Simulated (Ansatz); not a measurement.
## Geometry relaxation of ZrH₃Cl₃O₂ (part 2 of 2)

The same run, continued: ZrH₃Cl₃O₂; RKS B3LYP/def2-SVP (Ansatz 0.2.0). The input holds or restrains some coordinates. It belongs to a series of runs on one base structure; here: pulled along the bonds that form and break, towards end A.

Geometry of the input (Å):
```
Zr 0.0000  0.0000  0.0000
Cl 0.0000  0.0000  2.8700
Cl 2.3764  0.0000  -0.8392
Cl -1.1869  2.0563  -0.8392
O  -0.9750  -1.6891  -0.6893
H  -1.4296  -2.1548  0.0831
O  1.2429  1.8744  0.7473
H  2.0199  1.5607  1.3113
H  0.8691  1.3107  2.0020
```

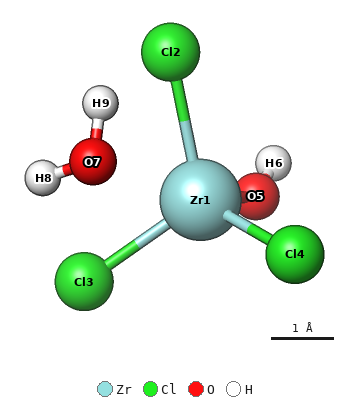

Fig. 1: The geometry at step 7 of the log (ball-and-stick view, seen at a tilt; atoms are numbered from 1 in the order of the input).

Output, continued:
```
relax step  14: F+E_penalty+E_count = -42986.75619580 eV  Δ(F+E_penalty+E_count) = -8.853e-4 eV  max|allowed force component| = 1.181e0 eV/Å  E_restraint = 0.02910725 eV  max|allowed force component, restraints' pulls added| = 1.002e-1 eV/Å  Δτ_max = 0.0332 Å  (33 SCF iters, accepted)
  distance Zr 0 - O 6 = 3.2548 Å
  distance H 8 - Cl 1 = 2.5715 Å
  distance Zr 0 - Cl 1 = 2.4862 Å
  distance H 8 - O 6 = 0.9862 Å
1305 factors; integrals over basis functions are off by at most 8.4e-4 eV
mean field evaluation 128: about -42986.7562 eV, gradient 1.7e-3 eV
mean field -42986.75619580 eV, -1579.7341527260 hartree, gradient 1.3e-5 eV, S^2 0.000000; 1 other end points of the search recorded, 0 dependent functions left out
the calculation of the forces begins
reference -42986.75655660 eV, -1579.7341659850 hartree; 41, 41 occupied and 87, 87 virtual orbitals, 1305 factors
Total energy: -42986.75655660 eV, -1579.7341659850 hartree
Atom 0 at    -0.156984    -0.146418     0.075651 Å, force     0.216314     0.363969     1.181081 eV/Å
Atom 1 at    -0.199850    -0.133711     2.561485 Å, force     0.002256    -0.033770    -1.009038 eV/Å
Atom 2 at     1.999271    -0.470205    -0.841128 Å, force     0.001318    -0.003073     0.001848 eV/Å
Atom 3 at    -1.360318     1.595013    -0.953520 Å, force     0.002417    -0.001453     0.000405 eV/Å
Atom 4 at    -1.102668    -1.708343    -0.380077 Å, force    -0.048139    -0.100175     0.003135 eV/Å
Atom 5 at    -1.585412    -2.514067    -0.594076 Å, force     0.049011     0.095599     0.004007 eV/Å
Atom 6 at     1.542968     2.323550     1.341843 Å, force    -0.424127    -0.647931     0.451676 eV/Å
Atom 7 at     2.475313     2.090225     1.225333 Å, force     0.006912     0.001086    -0.003784 eV/Å
Atom 8 at     1.304479     1.922156     2.210491 Å, force     0.194038     0.325747    -0.629329 eV/Å
Dipole moment:     0.026590    -0.492200     0.013556 e Å
```

Trajectory as extended XYZ (Å, eV, eV/Å), 12 of the 14 frames kept, from step=1 to step=14:
```
9
Properties=species:S:1:pos:R:3:forces:R:3 step=1 energy=-42983.10685
Zr    0.0000    0.0000    0.0000    0.9667   1.6900  -0.9343
Cl    0.0000    0.0000    2.8700    0.3351   0.3368  -1.9962
Cl    2.3764    0.0000   -0.8392   -1.5813  -1.1387  -0.1143
Cl   -1.1869    2.0563   -0.8392    0.4625  -1.9932   0.3830
O    -0.9750   -1.6891   -0.6893    0.4968   1.4235   2.7701
H    -1.4296   -2.1548    0.0831    0.5217   0.3736  -1.5160
O     1.2429    1.8744    0.7473   -0.4706  -2.4819   5.4465
H     2.0199    1.5607    1.3113    0.2185   0.8636  -2.0539
H     0.8691    1.3107    2.0020   -0.9493   0.9263  -1.9849
9
Properties=species:S:1:pos:R:3:forces:R:3 step=2 energy=-42983.73202
Zr   -0.0786   -0.1142    0.0274    2.0615   3.4481   0.0687
Cl   -0.0702   -0.1076    2.8247   -0.0159  -0.1488  -2.3384
Cl    2.3540   -0.0130   -0.8385   -2.0105  -0.9493   0.3071
Cl   -1.1806    2.0306   -0.8335    0.5023  -2.2333   0.5468
O    -0.9749   -1.6859   -0.6731   -0.1388   0.2045   1.5549
H    -1.4290   -2.1561    0.0743    0.1183  -0.0953  -0.9708
O     1.3038    1.9999    0.8748   -1.8867  -3.2230   5.1758
H     2.0515    1.5596    1.3097    2.1868   0.4975  -1.5393
H     0.9408    1.4450    1.8803   -0.8169   2.4995  -2.8049
9
Properties=species:S:1:pos:R:3:forces:R:3 step=3 energy=-42984.51102
Zr   -0.1352   -0.1994    0.0617    2.9723   5.0098   0.7481
Cl   -0.1409   -0.2218    2.7407   -0.1015  -0.2158  -2.3504
Cl    2.3141   -0.0272   -0.8277   -2.1027  -0.8583   0.5319
Cl   -1.1716    1.9891   -0.8216    0.4687  -2.2798   0.6414
O    -0.9837   -1.6946   -0.6622   -0.7480  -1.0410   0.2763
H    -1.4341   -2.1658    0.0656   -0.2933  -0.5786  -0.4465
O     1.3622    2.1028    1.0006   -0.6957  -2.1367   2.4424
H     2.1090    1.5620    1.2887    2.2749   0.4269  -1.6095
H     0.9970    1.6131    1.8001   -1.7746   1.6735  -0.2336
9
Properties=species:S:1:pos:R:3:forces:R:3 step=5 energy=-42986.26968
Zr   -0.1148   -0.1574   -0.0301    0.3562   0.3718   1.6149
Cl   -0.2003   -0.3439    2.4504    0.0085   0.0788  -1.1608
Cl    2.0903   -0.1568   -0.7743    0.5151  -0.2942  -0.3160
Cl   -1.1737    1.7494   -0.7827   -0.5145   0.3826  -0.3306
O    -1.0210   -1.7282   -0.6446   -0.1393  -0.0894   0.2857
H    -1.4750   -2.2381    0.0457   -0.1686  -0.3371  -0.2891
O     1.5519    2.3297    1.2397    0.7587  -2.2363   0.4033
H     2.2496    1.6044    1.2126   -0.6244   1.4841  -0.3357
H     1.0097    1.8992    1.9294   -0.1917   0.6397   0.1283
9
Properties=species:S:1:pos:R:3:forces:R:3 step=6 energy=-42986.48835
Zr   -0.1684   -0.1119   -0.0200    0.4554   0.2992   1.2662
Cl   -0.2283   -0.2388    2.4631   -0.0432  -0.0213  -1.1178
Cl    2.0334   -0.2869   -0.8177    0.2024  -0.0697  -0.1060
Cl   -1.2963    1.7359   -0.8740   -0.2643   0.1765  -0.1998
O    -1.0247   -1.7053   -0.6565   -0.2001  -0.0732   0.6007
H    -1.4098   -2.3568   -0.0434   -0.0216  -0.0815  -0.4168
O     1.5638    2.3166    1.2888    0.2841  -1.6174   0.5209
H     2.3146    1.6747    1.2215   -0.4289   0.8376  -0.2488
H     1.1325    1.9308    2.0841    0.0162   0.5497  -0.2986
9
Properties=species:S:1:pos:R:3:forces:R:3 step=7 energy=-42986.67517
Zr   -0.1173   -0.0947   -0.0568    0.1689   0.5496   1.3986
Cl   -0.2035   -0.2031    2.4281    0.0145  -0.0041  -1.0207
Cl    2.0400   -0.3880   -0.9678    0.0967   0.0027  -0.0245
Cl   -1.3501    1.6675   -1.0085   -0.0076   0.0058  -0.0392
O    -1.0679   -1.6653   -0.4904    0.0200  -0.0047   0.0364
H    -1.5029   -2.4541   -0.1589   -0.1544  -0.2489  -0.0900
O     1.5412    2.2917    1.3967   -0.8429  -0.3003   0.1353
H     2.3887    1.8573    1.2555    0.2486  -0.1298   0.1945
H     1.1886    1.9469    2.2480    0.4561   0.1297  -0.5904
9
Properties=species:S:1:pos:R:3:forces:R:3 step=8 energy=-42986.70421
Zr   -0.1599   -0.0902   -0.0442    0.2657   0.2085   1.1982
Cl   -0.2209   -0.1766    2.4404   -0.0260   0.0236  -1.0001
Cl    2.0041   -0.3806   -0.9608   -0.0558  -0.0079   0.0022
Cl   -1.4107    1.6341   -1.0528    0.0309  -0.0070   0.0288
O    -1.0859   -1.6855   -0.4679   -0.1593  -0.3067   0.2508
H    -1.5289   -2.5199   -0.2395    0.1886   0.3694  -0.2334
O     1.5787    2.2618    1.3769   -0.2485  -0.5765   0.3560
H     2.5131    1.9794    1.3537   -0.4442   0.0739   0.1061
H     1.2272    1.9358    2.2403    0.4486   0.2227  -0.7085
9
Properties=species:S:1:pos:R:3:forces:R:3 step=9 energy=-42986.68641 accepted=F
Zr   -0.1236   -0.0946   -0.0086   -0.0377   0.2544   1.1709
Cl   -0.2298   -0.1738    2.4774    0.0584   0.0108  -1.0332
Cl    2.0335   -0.4063   -0.9307    0.0217   0.0344   0.0369
Cl   -1.3664    1.6355   -1.0192    0.0621  -0.0382   0.0313
O    -1.0683   -1.6696   -0.4591   -0.2252  -0.4572   0.2644
H    -1.5481   -2.5021   -0.2929    0.2942   0.5289  -0.2224
O     1.5301    2.3273    1.3984    0.3153  -1.3068   0.5790
H     2.4241    1.9421    1.2206   -0.8304   0.4368   0.2173
H     1.2652    1.8997    2.2603    0.3417   0.5369  -1.0442
9
Properties=species:S:1:pos:R:3:forces:R:3 step=10 energy=-42986.72626
Zr   -0.1497   -0.1111   -0.0154    0.1905   0.3467   1.2111
Cl   -0.2245   -0.1680    2.4690    0.0120  -0.0022  -0.9985
Cl    2.0071   -0.4079   -0.9390    0.0026  -0.0154   0.0028
Cl   -1.3709    1.6386   -1.0145    0.0159  -0.0254   0.0126
O    -1.0912   -1.6882   -0.4504   -0.1522  -0.3103   0.1625
H    -1.5512   -2.5312   -0.3177    0.1538   0.3076  -0.1617
O     1.5557    2.2883    1.3707   -0.3546  -0.6386   0.4375
H     2.4863    2.0171    1.3070   -0.1592   0.0423   0.0294
H     1.2552    1.9206    2.2364    0.2912   0.2953  -0.6958
9
Properties=species:S:1:pos:R:3:forces:R:3 step=12 energy=-42986.75531
Zr   -0.1592   -0.1387    0.0612    0.2195   0.3326   1.2144
Cl   -0.2071   -0.1339    2.5471    0.0054  -0.0258  -1.0079
Cl    1.9980   -0.4590   -0.8554   -0.0035  -0.0046   0.0008
Cl   -1.3641    1.6035   -0.9648   -0.0023  -0.0042  -0.0038
O    -1.1009   -1.7081   -0.3798    0.0127   0.0137   0.0160
H    -1.5776   -2.5225   -0.5630   -0.0069   0.0044  -0.0262
O     1.5463    2.3164    1.3476   -0.4208  -0.6343   0.4443
H     2.4785    2.0798    1.2355   -0.0033   0.0023  -0.0001
H     1.3029    1.9208    2.2176    0.1993   0.3159  -0.6375
9
Properties=species:S:1:pos:R:3:forces:R:3 step=13 energy=-42986.69856 accepted=F
Zr   -0.1651   -0.1600    0.1239    0.2962   0.4709   1.2344
Cl   -0.1908   -0.1062    2.6102   -0.0057  -0.0520  -1.0158
Cl    1.9906   -0.4941   -0.7936   -0.0069   0.0018  -0.0046
Cl   -1.3698    1.5652   -0.9309    0.0020  -0.0025  -0.0070
O    -1.1048   -1.7251   -0.3202   -1.0712  -1.7005  -0.9994
H    -1.5896   -2.4940   -0.7555    1.0097   1.6061   0.9556
O     1.5430    2.3372    1.3284   -0.3762  -0.6810   0.4883
H     2.4728    2.1067    1.1824   -0.0320   0.0072   0.0093
H     1.3304    1.9285    2.2013    0.1839   0.3499  -0.6609
9
Properties=species:S:1:pos:R:3:forces:R:3 step=14 energy=-42986.75620
Zr   -0.1570   -0.1464    0.0757    0.2163   0.3640   1.1811
Cl   -0.1998   -0.1337    2.5615    0.0023  -0.0338  -1.0090
Cl    1.9993   -0.4702   -0.8411    0.0013  -0.0031   0.0018
Cl   -1.3603    1.5950   -0.9535    0.0024  -0.0015   0.0004
O    -1.1027   -1.7083   -0.3801   -0.0481  -0.1002   0.0031
H    -1.5854   -2.5141   -0.5941    0.0490   0.0956   0.0040
O     1.5430    2.3236    1.3418   -0.4241  -0.6479   0.4517
H     2.4753    2.0902    1.2253    0.0069   0.0011  -0.0038
H     1.3045    1.9222    2.2105    0.1940   0.3257  -0.6293
```

Key numbers:

- outcome: converged under the restraints of the input
- total energy: −42986.7566 eV
- mean-field energy: −42986.7566 eV
- largest force (length of the vector) at the end, held atoms and coordinates included: 1.255 eV/Å
- hardware: 4 threads of Arm Neoverse V1, 24 GiB of memory available, shared host
- wall time: 48 s (CPU time 3 min)
- peak memory: 0.36 GiB
